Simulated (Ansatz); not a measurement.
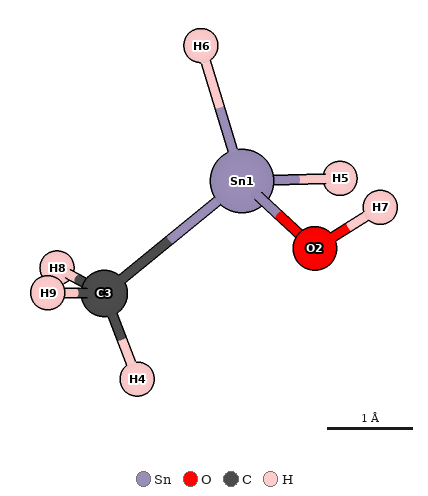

Fig. 1: The starting structure (ball-and-stick view, seen at a tilt; atoms are numbered from 1 in the order of the input). Sticks mark near contacts. Bond lengths as drawn: C–H 1.09 Å, C–Sn 2.12 Å, H–O 0.96 Å, H–Sn 1.71 Å and O–Sn 1.97 Å.

Nudged elastic band, with input and output: CH$_{6}$OSn

The run: nudged elastic band of CH$_{6}$OSn. Method and program: RKS PBE0-D4/def2-SVP (Ansatz 0.2.0).

The run did not end well.

**Input**
```yaml
crystal:
  periodic: [false, false, false]
  atoms:
    - {symbol: Sn, position_ang: [-0.040849, 0.330719, 0.697691]}
    - {symbol: O, position_ang: [1.825094, 0.761055, 0.217025]}
    - {symbol: C, position_ang: [-0.712488, -0.750937, -1.001628]}
    - {symbol: H, position_ang: [-0.599183, -0.128827, -1.889258]}
    - {symbol: H, position_ang: [-0.877834, 1.805023, 0.952952]}
    - {symbol: H, position_ang: [-0.017195, -0.594049, 2.141136]}
    - {symbol: H, position_ang: [2.292184, 1.259973, 0.889830]}
    - {symbol: H, position_ang: [-1.760154, -1.031599, -0.890586]}
    - {symbol: H, position_ang: [-0.109576, -1.651359, -1.117159]}
basis:
  gaussian: {orbitals: def2-SVP}
hamiltonian: {xc: pbe0, dispersion: d4}
neb:
  images: 5
  climbing: true
  max_iterations: 30
  initial_path: idpp
  final_atoms:
    - {symbol: Sn, position_ang: [-0.647745, 0.034134, 0.912329]}
    - {symbol: O, position_ang: [1.420287, 1.060688, -0.222562]}
    - {symbol: C, position_ang: [-0.915494, -0.876387, -0.819769]}
    - {symbol: H, position_ang: [1.091806, 0.478594, -0.934729]}
    - {symbol: H, position_ang: [-1.209098, 1.593055, 1.285934]}
    - {symbol: H, position_ang: [-0.686178, -1.933924, -0.890412]}
    - {symbol: H, position_ang: [2.307120, 0.757240, -0.001789]}
    - {symbol: H, position_ang: [-1.691768, -0.515875, -1.485235]}
    - {symbol: H, position_ang: [0.331069, -0.597526, 2.156235]}
```

Machine: 4 threads of Arm Neoverse V2, 23 GiB of memory available, shared host.

Launch command:
```bash
ansatz run in.yaml --threads 4 --pin off --events-out ev --progress --plain --max-ram 9574MiB
```

**The program's output**
```
Functional definition: PBE0
  name "PBE0"
  cite "Adamo & Barone, J. Chem. Phys. 110, 6158 (1999) doi:10.1063/1.478522"
  cite "Perdew, Burke & Ernzerhof, Phys. Rev. Lett. 77, 3865 (1996) doi:10.1103/PhysRevLett.77.3865"
  parent pbe
  parameter a = 0.25
  parameter kappa = 0.804
  parameter beta = 0.06672455060314922
  exchange = (1 - a)*pbe_x(kappa = kappa, mu = beta*pi^2/3) + a*exact_x
  correlation = pbe_c(beta = beta)
999 factors; integrals over basis functions are off by at most 3.6e-4 eV
mean field evaluation 1: about -8998.6381 eV, gradient 6.4e1 eV
mean field evaluation 2: about -8980.6484 eV, gradient 1.1e2 eV
mean field evaluation 4: about -9006.9427 eV, gradient 6.2e0 eV
mean field evaluation 8: about -9007.0568 eV, gradient 3.3e-2 eV
mean field -9007.05679476 eV, -331.0032320051 hartree, gradient 3.6e-5 eV, S^2 0.000000; 0 other end points of the search recorded, 0 dependent functions left out
the calculation of the forces begins
reference -9007.05682442 eV, -331.0032330951 hartree; 21, 21 occupied and 63, 63 virtual orbitals, 999 factors
999 factors; integrals over basis functions are off by at most 1.3e-3 eV
mean field evaluation 16: about -8968.1862 eV, gradient 1.0e2 eV
mean field -9004.85763053 eV, -330.9224142101 hartree, gradient 8.0e-5 eV, S^2 0.000000; 0 other end points of the search recorded, 0 dependent functions left out
[... from here on the field's lines of each further geometry are left out, up to the last ...]
WARN: NEB end point (image 0): max|allowed force component| = 3.322e-1 eV/Å (the criterion of neb.relax_end_points is 1.000e-2). That is over neb.f_tol: it is no minimum, so the barrier can be far off. Relax it first
WARN: NEB end point (image 6): max|allowed force component| = 3.683e-1 eV/Å (the criterion of neb.relax_end_points is 1.000e-2). That is over neb.f_tol: it is no minimum, so the barrier can be far off. Relax it first
NEB iter   1: max|band force component| = 4.976e0 eV/Å  barrier→ = 11.0158 eV  barrier← = 8.8246 eV  Δτ_max = 0.2000 Å  (195 SCF iters)
NEB iter   2: max|band force component| = 4.023e0 eV/Å  barrier→ = 9.0213 eV  barrier← = 6.8301 eV  Δτ_max = 0.2000 Å  (172 SCF iters)
NEB iter   3: max|band force component| = 4.428e0 eV/Å  barrier→ = 8.1400 eV  barrier← = 5.9488 eV  Δτ_max = 0.2000 Å  (160 SCF iters)
NEB iter   4: max|band force component| = 4.461e0 eV/Å  barrier→ = 7.8294 eV  barrier← = 5.6382 eV  Δτ_max = 0.2000 Å  (162 SCF iters)
NEB iter   5: max|band force component| = 3.961e0 eV/Å  barrier→ = 7.1130 eV  barrier← = 4.9218 eV  Δτ_max = 0.2000 Å  (154 SCF iters)
NEB iter   6: max|band force component| = 2.419e0 eV/Å  barrier→ = 6.5901 eV  barrier← = 4.3989 eV  Δτ_max = 0.2000 Å  (164 SCF iters)
NEB iter   7: max|band force component| = 5.635e0 eV/Å  barrier→ = 6.2830 eV  barrier← = 4.0918 eV  Δτ_max = 0.1006 Å  (166 SCF iters)
NEB iter   8: max|band force component| = 1.681e0 eV/Å  barrier→ = 6.2310 eV  barrier← = 4.0398 eV  Δτ_max = 0.1988 Å  (153 SCF iters)
NEB iter   9: max|band force component| = 1.204e0 eV/Å  barrier→ = 6.1785 eV  barrier← = 3.9873 eV  Δτ_max = 0.2000 Å  (159 SCF iters)
NEB iter  10: max|band force component| = 1.487e0 eV/Å  barrier→ = 6.1422 eV  barrier← = 3.9510 eV  Δτ_max = 0.1013 Å  (150 SCF iters)
NEB iter  11: max|band force component| = 1.124e0 eV/Å  barrier→ = 6.0633 eV  barrier← = 3.8721 eV  Δτ_max = 0.1009 Å  (149 SCF iters)
NEB iter  12: max|band force component| = 6.159e-1 eV/Å  barrier→ = 6.0124 eV  barrier← = 3.8212 eV  Δτ_max = 0.0997 Å  (150 SCF iters)
NEB iter  13: max|band force component| = 7.911e-1 eV/Å  barrier→ = 6.0121 eV  barrier← = 3.8210 eV  Δτ_max = 0.0504 Å  (158 SCF iters)
NEB iter  14: max|band force component| = 7.868e-1 eV/Å  barrier→ = 5.9504 eV  barrier← = 3.7592 eV  Δτ_max = 0.0250 Å  (148 SCF iters)
NEB iter  15: max|band force component| = 4.350e-1 eV/Å  barrier→ = 5.9105 eV  barrier← = 3.7193 eV  CI = image 3  Δτ_max = 0.0500 Å  (148 SCF iters)
NEB iter  16: max|band force component| = 4.592e-1 eV/Å  barrier→ = 5.8724 eV  barrier← = 3.6812 eV  CI = image 3  Δτ_max = 0.1000 Å  (138 SCF iters)
NEB iter  17: max|band force component| = 3.958e-1 eV/Å  barrier→ = 5.8284 eV  barrier← = 3.6372 eV  CI = image 3  Δτ_max = 0.1975 Å  (140 SCF iters)
NEB iter  18: max|band force component| = 5.047e-1 eV/Å  barrier→ = 5.6641 eV  barrier← = 3.4729 eV  CI = image 3  Δτ_max = 0.1987 Å  (145 SCF iters)
NEB iter  19: max|band force component| = 5.553e-1 eV/Å  barrier→ = 5.4751 eV  barrier← = 3.2840 eV  CI = image 3  Δτ_max = 0.2000 Å  (146 SCF iters)
NEB iter  20: max|band force component| = 6.546e-1 eV/Å  barrier→ = 5.2567 eV  barrier← = 3.0655 eV  CI = image 3  Δτ_max = 0.1985 Å  (147 SCF iters)
NEB iter  21: max|band force component| = 8.205e-1 eV/Å  barrier→ = 5.0893 eV  barrier← = 2.8981 eV  CI = image 3  Δτ_max = 0.1977 Å  (142 SCF iters)
NEB iter  22: max|band force component| = 9.125e-1 eV/Å  barrier→ = 5.1405 eV  barrier← = 2.9493 eV  CI = image 3  Δτ_max = 0.1990 Å  (144 SCF iters)
NEB iter  23: max|band force component| = 5.884e-1 eV/Å  barrier→ = 5.1556 eV  barrier← = 2.9645 eV  CI = image 3  Δτ_max = 0.1958 Å  (145 SCF iters)
NEB iter  24: max|band force component| = 5.036e-1 eV/Å  barrier→ = 5.1070 eV  barrier← = 2.9158 eV  CI = image 3  Δτ_max = 0.1001 Å  (140 SCF iters)
NEB iter  25: max|band force component| = 3.119e-1 eV/Å  barrier→ = 5.0900 eV  barrier← = 2.8988 eV  CI = image 3  Δτ_max = 0.1464 Å  (141 SCF iters)
NEB iter  26: max|band force component| = 4.977e-1 eV/Å  barrier→ = 5.1154 eV  barrier← = 2.9242 eV  CI = image 3  Δτ_max = 0.0736 Å  (139 SCF iters)
NEB iter  27: max|band force component| = 1.871e-1 eV/Å  barrier→ = 5.0761 eV  barrier← = 2.8849 eV  CI = image 3  Δτ_max = 0.0622 Å  (126 SCF iters)
the calculation of the forces begins
reference -9005.18886698 eV, -330.9345869254 hartree; 21, 21 occupied and 63, 63 virtual orbitals, 999 factors
these checks for a lower state are left out or cut short: starts, cluster_reference, orbital_swaps, neighbouring_geometries, increment
997 factors; integrals over basis functions are off by at most 1.3e-3 eV
mean field -9007.05218125 eV, -331.0030624615 hartree, gradient 2.5e-5 eV, S^2 0.000000; 0 other end points of the search recorded, 0 dependent functions left out
the calculation of the forces begins
reference -9007.05221106 eV, -331.0030635571 hartree; 21, 21 occupied and 63, 63 virtual orbitals, 997 factors
NEB iter  28: max|band force component| = 6.536e-2 eV/Å  barrier→ = 5.0706 eV  barrier← = 2.8794 eV  CI = image 3  Δτ_max = 0.0496 Å  (127 SCF iters)
```

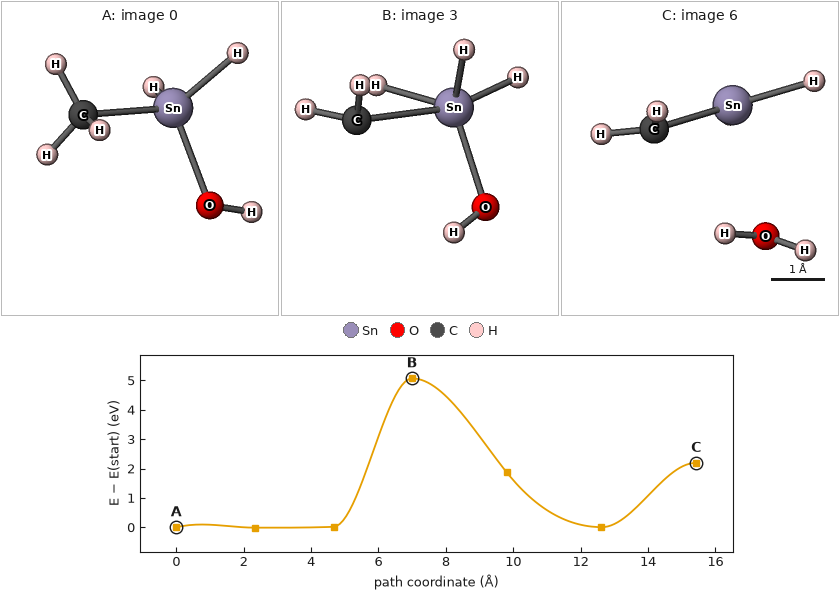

Fig. 2: Images of the last band (counted from 0; ball-and-stick, seen at a tilt) above the energy along the path; the line is a cubic interpolation that uses the forces. The highest image is number 3, 5.071 eV above the start and 2.879 eV above the end (the climbing image); the end lies 2.191 eV above the start. The path is 15.43 Å long. The band had not converged after 28 iterations. The end points carry forces over 0.1 eV/Å, so they aren't fully relaxed minima and the barriers are approximate.

```
Error: SIGTERM received: run cancelled behind 1064 evaluations of the mean field
```

**The last band as extended XYZ (Å, eV, eV/Å)**
```
9
Properties=species:S:1:pos:R:3:forces:R:3 image=0 energy=-9007.17684
Sn   -0.0408    0.3307    0.6977   -0.2158  -0.0055   0.1516
O     1.8251    0.7611    0.2170    0.3322  -0.0076  -0.2599
C    -0.7125   -0.7509   -1.0016   -0.0008   0.0731   0.1443
H    -0.5992   -0.1288   -1.8893    0.0339   0.1757  -0.2514
H    -0.8778    1.8050    0.9530   -0.0866   0.0764   0.0071
H    -0.0172   -0.5940    2.1411   -0.0340  -0.0746   0.0824
H     2.2922    1.2600    0.8898    0.0906   0.1011   0.1399
H    -1.7602   -1.0316   -0.8906   -0.2923  -0.0846   0.0189
H    -0.1096   -1.6514   -1.1172    0.1729  -0.2540  -0.0331
9
Properties=species:S:1:pos:R:3:forces:R:3 image=1 energy=-9007.18727
Sn    0.0454    0.2528    0.7367   -0.0007   0.0006   0.0006
O     1.4885    1.3491   -0.0975    0.0001   0.0004  -0.0001
C    -0.6738   -0.8930   -0.9163    0.0002   0.0002  -0.0001
H     0.1641   -1.0571   -1.6082    0.0007  -0.0012   0.0006
H    -1.1363    1.3136    1.4022   -0.0004  -0.0008   0.0006
H     0.7432   -0.7157    1.9774    0.0008  -0.0001  -0.0004
H     1.9012    1.9576    0.5247   -0.0003  -0.0002  -0.0006
H    -1.4686   -0.3437   -1.4389    0.0009   0.0009  -0.0006
H    -1.0637   -1.8636   -0.5802   -0.0012   0.0002   0.0001
9
Properties=species:S:1:pos:R:3:forces:R:3 image=2 energy=-9007.15795
Sn    0.0646    0.2583    0.8509    0.0213   0.0012   0.0068
O     0.8758    1.9610    0.1974    0.0013  -0.0262  -0.0070
C    -0.5543   -0.9133   -0.8415   -0.0238  -0.0084  -0.0194
H     0.0382   -1.8365   -0.9105   -0.0221   0.0055   0.0091
H    -1.2344    0.8234    1.8073   -0.0121  -0.0001  -0.0086
H     1.2246   -0.5957    1.7930    0.0207   0.0172   0.0131
H     1.6218    1.8009   -0.3908    0.0145   0.0189   0.0075
H    -0.4176   -0.3293   -1.7629    0.0003   0.0228   0.0175
H    -1.6186   -1.1688   -0.7429   -0.0001  -0.0308  -0.0190
9
Properties=species:S:1:pos:R:3:forces:R:3 image=3 energy=-9002.10624
Sn   -0.2961    0.2146    0.7957   -0.0270  -0.0223   0.0329
O     0.4153    2.0364    0.4578    0.0173   0.0627   0.0150
C     0.3710   -0.7029   -1.2533    0.0615  -0.0168   0.0194
H     1.0622   -1.5642   -1.1227   -0.0621   0.0511  -0.0240
H    -0.9508    0.5119    2.3652   -0.0031  -0.0103  -0.0156
H     0.7739   -1.1372    1.1105   -0.0045   0.0085   0.0307
H     0.8228    2.0488   -0.4170    0.0066  -0.0299  -0.0201
H    -0.4814   -1.0471   -1.8717   -0.0300  -0.0240  -0.0394
H    -1.7169   -0.3603   -0.0645    0.0415  -0.0190   0.0011
9
Properties=species:S:1:pos:R:3:forces:R:3 image=4 energy=-9005.30900
Sn   -0.7247    0.3673    0.5126   -0.1872   0.1410  -0.1651
O     0.6147    1.7675    1.0272    0.2291  -0.1423   0.2436
C     0.4680   -0.7967   -0.8914   -0.1444  -0.1578   0.2495
H     1.4681   -0.5463   -1.2461    0.1264   0.6375  -0.1720
H    -2.0165    1.2120    1.2559   -0.4070   0.6068  -0.6163
H     0.5976   -1.5213   -0.0536    0.0453  -0.1855  -0.8229
H     1.1604    1.9000    0.2406    0.1959  -0.1238   0.2062
H    -0.1298   -1.2178   -1.7123   -0.0191  -0.2156   0.1845
H    -1.4380   -1.1646    0.8671    0.1610  -0.5603   0.8925
9
Properties=species:S:1:pos:R:3:forces:R:3 image=5 energy=-9007.17095
Sn   -0.7115    0.2872    0.4174   -0.0006  -0.0046  -0.0011
O     0.4354    1.6171    1.3645    0.0009   0.0016  -0.0058
C     0.4570   -0.7535   -1.0532   -0.0047  -0.0095  -0.0020
H     0.8207   -0.0503   -1.8150   -0.0006   0.0126   0.0062
H    -1.9243    1.2779   -0.2687   -0.0004  -0.0009  -0.0077
H     1.3180   -1.2420   -0.5756    0.0048  -0.0011  -0.0005
H     1.1209    1.1991    1.8965    0.0007  -0.0033   0.0056
H    -0.1588   -1.5232   -1.5409   -0.0022   0.0011  -0.0030
H    -1.3573   -0.8123    1.5751    0.0020   0.0041   0.0082
9
Properties=species:S:1:pos:R:3:forces:R:3 image=6 energy=-9004.98566
Sn    0.2355    0.5603    0.9401    0.0781   0.0919  -0.0336
O     0.6127    0.4938   -1.6039   -0.0648   0.2680   0.0715
C    -1.0719   -0.8797    0.5962    0.1262   0.0855  -0.1390
H    -0.0372   -0.2274   -1.4972   -0.0280  -0.1166   0.0059
H    -0.1026    2.2218    0.8404   -0.0232   0.1063   0.0020
H    -0.8087   -1.8952    0.8706    0.0912  -0.3537   0.0954
H     1.4084    0.0987   -1.9756    0.0817  -0.1393  -0.0310
H    -2.1295   -0.6424    0.6218   -0.3683   0.0822   0.0061
H     1.8933    0.2701    1.2076    0.1071  -0.0244   0.0226
```

**Outcome**

- outcome: stopped at the time limit
- barrier, forward (band not converged): 5.071 eV
- barrier, backward: 2.879 eV
- wall time: 2.5 min (CPU time 8.9 min)
- peak memory: 0.43 GiB

**Diagnosis**

A setting was made wrong on purpose: end atoms swapped. The run was cut off by its time limit, so the output is incomplete.
